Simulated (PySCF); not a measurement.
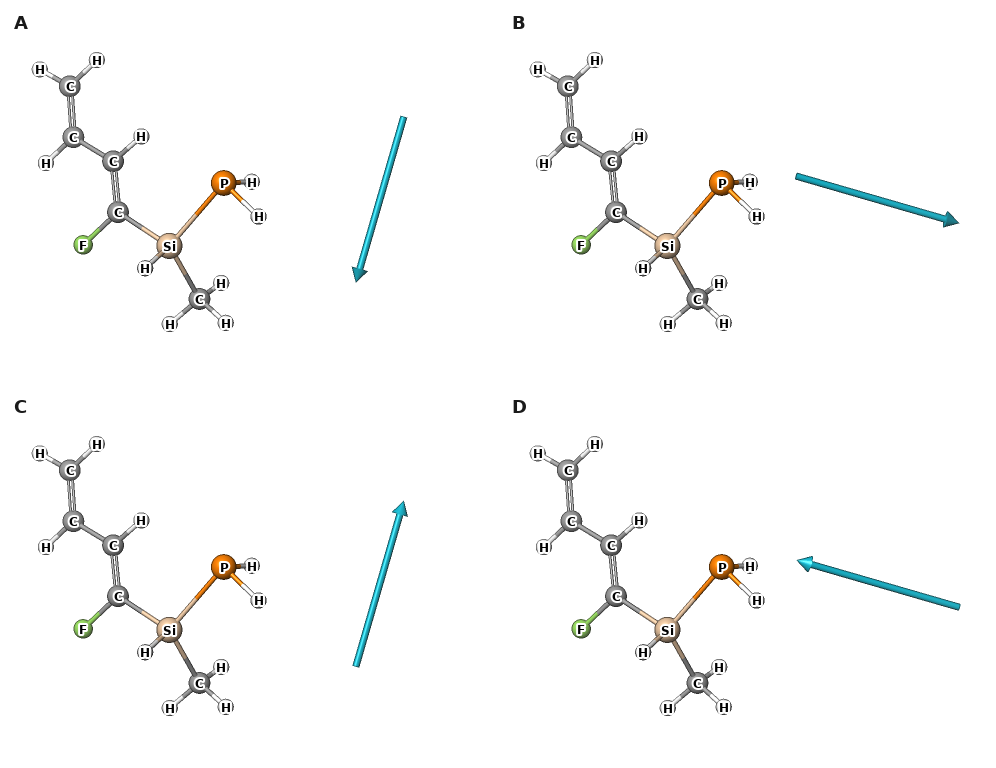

The same molecule four times, each with an arrow. The computed structure is the end point of a GFN2-xTB optimisation. No frequency run is at hand to confirm it as a minimum. Level of theory: PBE0/pcSseg-1, gas phase (PySCF 2.14.0).

### Which arrow points along the dipole moment, from the negative to the positive end?

B. The dipole moment is 1.47 D.

The geometry is semi-empirical. Around P, Si such bond lengths and angles can be off by a tenth of an ångström or more and by several degrees, and values that hang on the shape move with them.
